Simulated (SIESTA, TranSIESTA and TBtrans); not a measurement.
Device: Ta chain with one Rh atom in place of Ta. Leads: straight Ta chain, spacing 2.35 Å. Geometry: 3 atoms about the centre moved by SIESTA (PBE, DZP) to a largest force of 0.01 eV/Å, all others as built, motion along the axis alone.

TranSIESTA and TBtrans, PBE, DZP numerical orbitals (energy shift 0.15 eV), PseudoDojo norm-conserving scalar-relativistic potentials, mesh cutoff 200 Ry, 300 K, spin-polarised (collinear), no spin-orbit coupling; self-consistent non-equilibrium Green functions.

Energies count from the leads' Fermi level. Transmissions are for each spin. The energy step is 0.01 eV; narrower resonances are cut or missed.

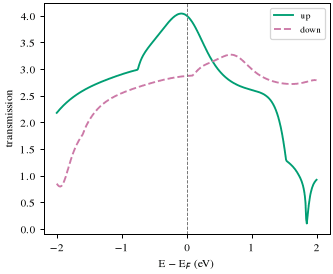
Figure. Transmission against energy

| E (eV) | T up | T down | lead channels up | down |
|---|---|---|---|---|
| -2.00 | 2.18 | 0.85 | 4 | 3 |
| -1.80 | 2.42 | 1.23 | 4 | 3 |
| -1.60 | 2.59 | 1.78 | 4 | 3 |
| -1.40 | 2.72 | 2.21 | 4 | 4 |
| -1.20 | 2.82 | 2.42 | 4 | 4 |
| -1.00 | 2.90 | 2.55 | 4 | 4 |
| -0.80 | 2.98 | 2.64 | 4 | 4 |
| -0.60 | 3.39 | 2.72 | 6 | 4 |
| -0.40 | 3.70 | 2.79 | 6 | 4 |
| -0.20 | 3.98 | 2.84 | 6 | 4 |
| 0.00 | 4.00 | 2.87 | 6 | 4 |
| 0.20 | 3.62 | 3.01 | 6 | 6 |
| 0.40 | 3.14 | 3.14 | 6 | 6 |
| 0.60 | 2.85 | 3.25 | 6 | 6 |
| 0.80 | 2.69 | 3.22 | 6 | 6 |
| 1.00 | 2.61 | 3.00 | 6 | 6 |
| 1.20 | 2.52 | 2.83 | 6 | 6 |
| 1.40 | 2.14 | 2.75 | 6 | 6 |
| 1.60 | 1.21 | 2.72 | 4 | 6 |
| 1.80 | 0.77 | 2.75 | 2 | 6 |
| 2.00 | 0.92 | 2.79 | 1 | 6 |

The magnetic order of the leads was set by the start, and no other order was tried; the separate lead runs end at 1.06 (left) and 1.06 (right) μB an atom. The straight chain is held at its spacing; free chains may zigzag or dimerise. Spin-orbit coupling, left out here, matters for the heavy atoms.
